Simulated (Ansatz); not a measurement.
A series of calculations on CH6BF

### Relaxation

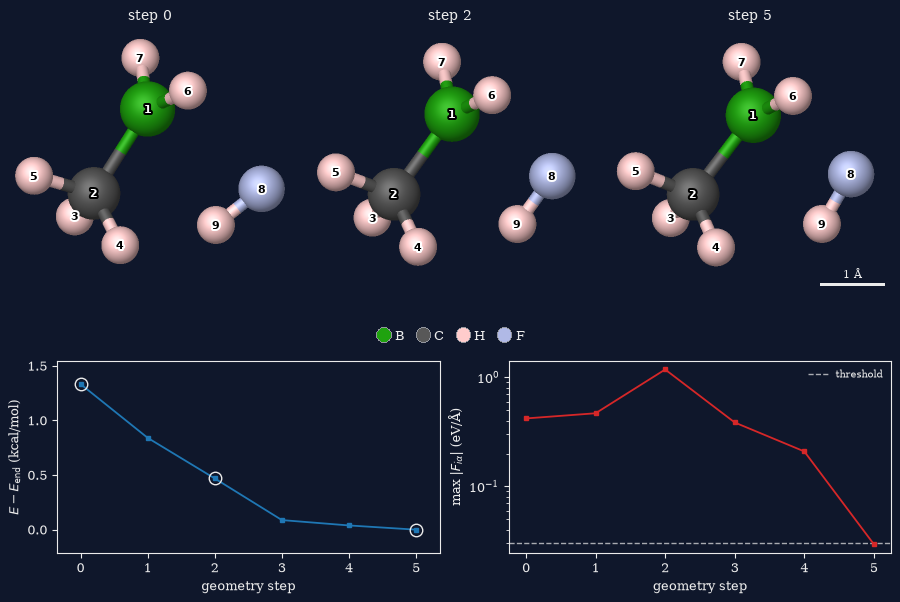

Frames of a relaxation of CH6BF, marked on the history of the run. The picture is a ball-and-stick view, seen at a tilt.

The run prepares an end point of a later path (reaction) calculation, from a guessed geometry.

Level of theory: RKS PBE0-D4/def2-SVP in Ansatz 0.2.0.

The input:
```yaml
crystal:
  periodic: [false, false, false]
  atoms:
    - { symbol: B, position_ang: [0.031187, 0.162837, 0.245613] }
    - { symbol: C, position_ang: [0.03533, 0.202902, 1.830531] }
    - { symbol: H, position_ang: [-0.906787, -0.089505, 2.322688] }
    - { symbol: H, position_ang: [0.893027, -0.298983, 2.30359] }
    - { symbol: H, position_ang: [0.159459, 1.279205, 2.06943] }
    - { symbol: H, position_ang: [1.079526, 0.147821, -0.356241] }
    - { symbol: H, position_ang: [-1.000661, 0.312659, -0.367837] }
    - { symbol: F, position_ang: [-0.285318, -2.325958, 0.424406] }
    - { symbol: H, position_ang: [-0.362263, -2.008378, 1.287919] }
basis:
  gaussian: { orbitals: def2-SVP }
hamiltonian:
  xc: pbe0
  dispersion: d4
relax:
  f_tol: 0.03
  max_steps: 50
output:
  orbitals: {}
```

Launched with:
```bash
ansatz run input.yaml --threads 2 --pin off --max-ram 3072MiB --backend cpu --events-out ev --progress --plain --runs-dir out
```

**What happens along the run?**

The largest move after the best rigid fit is that of F8, 0.33 Å. By element the largest moves are F 0.33 Å, B 0.16 Å, H 0.14 Å, C 0.02 Å. Near-neighbour distances that change, for instance: B1–F8 2.515 → 2.052 Å, B1–C2 1.585 → 1.577 Å, F8–H9 0.923 → 0.927 Å. After 5 geometry steps the energy has fallen by 1.33 kcal/mol. The largest force component goes from 0.42 to 0.029 eV/Å. From step 0 to 2: F8 moves most (0.29 Å), energy −0.86 kcal/mol. From step 2 to 5: H9 moves most (0.07 Å), energy −0.47 kcal/mol.

Limits of the set-up: the start holds two separate molecules, 2.2 Å apart at their closest, whose relative position is a soft coordinate.

### Relaxation

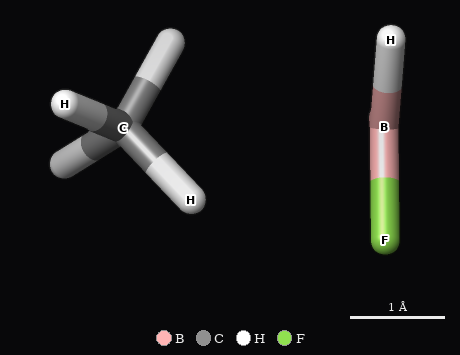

Starting structure of CH₆BF. Style: stick. Shown at a tilt.

The run prepares an end point of a later path (reaction) calculation, from a guessed geometry.

These are results of RKS PBE0-D4/def2-SVP (Ansatz 0.2.0), not measurements.

Input
```yaml
crystal:
  periodic: [false, false, false]
  atoms:
    - { symbol: B, position_ang: [-0.03347, -0.345939, -0.465056] }
    - { symbol: C, position_ang: [-0.040855, -0.20768, 2.335066] }
    - { symbol: H, position_ang: [-0.957497, -0.11155, 2.931838] }
    - { symbol: H, position_ang: [0.821404, -0.366109, 2.996327] }
    - { symbol: H, position_ang: [0.114289, 0.720844, 1.766529] }
    - { symbol: H, position_ang: [1.088981, 0.098526, -0.534513] }
    - { symbol: H, position_ang: [-1.036484, 0.325518, -0.536576] }
    - { symbol: F, position_ang: [-0.173815, -1.657844, -0.390746] }
    - { symbol: H, position_ang: [-0.139053, -1.073166, 1.657231] }
basis:
  gaussian: { orbitals: def2-SVP }
hamiltonian:
  xc: pbe0
  dispersion: d4
relax:
  f_tol: 0.03
  max_steps: 50
output:
  orbitals: {}
```

Launched with:
```bash
ansatz run input.yaml --threads 2 --pin off --max-ram 3072MiB --backend cpu --events-out ev --progress --plain --runs-dir out
```

Question: Where does the relaxation end?

Answer: The atom that moves furthest after the best rigid fit is F8 (0.34 Å). By element the largest moves are F 0.34 Å, H 0.32 Å, B 0.27 Å, C 0.21 Å. The energy falls by 7.76 kJ/mol in 8 accepted moves (10 points after the start). Largest force component: 0.39 eV/Å at the start, 0.0022 eV/Å at the end. The line search rejected the trial steps at points 2, 9 of the run. The forces were under the threshold at step 7, but the run went on from there. The run took 14 s on 2 threads of Arm Neoverse V1, with other jobs on the host, peak memory 0.14 GiB.

The structure at the end:

```xyz
9

B    -0.0349   -0.3443   -0.7364
C    -0.0395   -0.2110    2.5437
H    -0.9600   -0.0481    3.1193
H     0.8162   -0.2869    3.2273
H     0.1168    0.6394    1.8650
H     1.0892    0.1003   -0.7606
H    -1.0373    0.3316   -0.7412
F    -0.1775   -1.6549   -0.7276
H    -0.1296   -1.1434    1.9707
```

After the run, drawn alike:

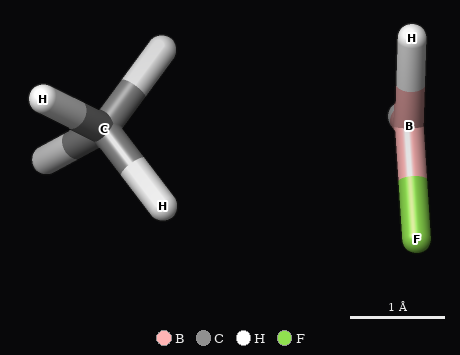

### Path

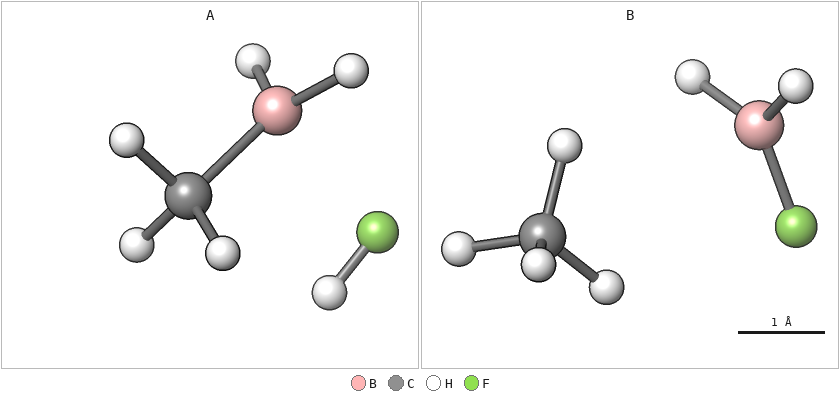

The two relaxed end points of a path for CH$_{6}$BF. Style: ball-and-stick. Shown from a free direction.

Level of theory: Ansatz 0.2.0, RKS PBE0-D4/def2-SVP.

Settings: 7 movable images; climbing image; force threshold 0.05 eV/Å; iteration limit 60.

Start:
```xyz
9

B     0.0079    0.0147    0.2858
C     0.0333    0.2069    1.8509
H    -0.9039   -0.0440    2.3763
H     0.8883   -0.2593    2.3677
H     0.1626    1.2975    1.9941
H     1.0539    0.0159   -0.3234
H    -1.0112    0.2557   -0.3223
F    -0.2354   -2.0223    0.3065
H    -0.3520   -2.0824    1.2246
```

End:
```xyz
9

B    -0.0600   -0.4449   -0.7306
C    -0.0191   -0.1305    2.5369
H    -0.9304    0.0716    3.1147
H     0.8452   -0.1757    3.2124
H     0.1344    0.6797    1.8102
H     1.0670   -0.0117   -0.7941
H    -1.0572    0.2380   -0.7596
F    -0.2124   -1.7517   -0.6474
H    -0.1240   -1.0923    2.0176
```

What barrier does the band find between them, and by what path?

Answer. Forward barrier 47.2 kJ/mol, backward barrier 185.8 kJ/mol, with image 2 at the top; the reaction energy is −138.6 kJ/mol. Breaking: B1–C2 (1.58 → 1.71 at the top → 3.28 Å), F8–H9 (0.93 → 1.14 at the top → 2.75 Å). Forming: B1–F8 (2.05 → 1.64 at the top → 1.32 Å), C2–H9 (2.40 → 1.42 at the top → 1.10 Å). The band converged in 20 iterations, with a climbing image at the top. At the top, the vibrational analysis gives one imaginary mode (1090i cm⁻¹), as a transition state must have.

Energies of the converged images:

```tsv
image	path (Å)	E (kJ/mol)
0	0.00	0.0
1	0.52	10.3
2	1.04	47.2
3	1.49	-32.7
4	1.95	-102.6
5	2.41	-128.4
6	2.87	-136.7
7	3.32	-138.4
8	3.77	-138.6
```

The geometry at the top of the path:

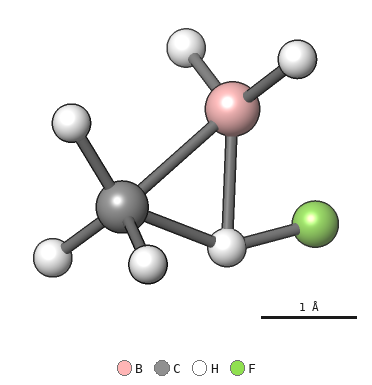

Cost: 2.5 min on 2 threads of Arm Neoverse V1 (shared host), peak memory 0.13 GiB.
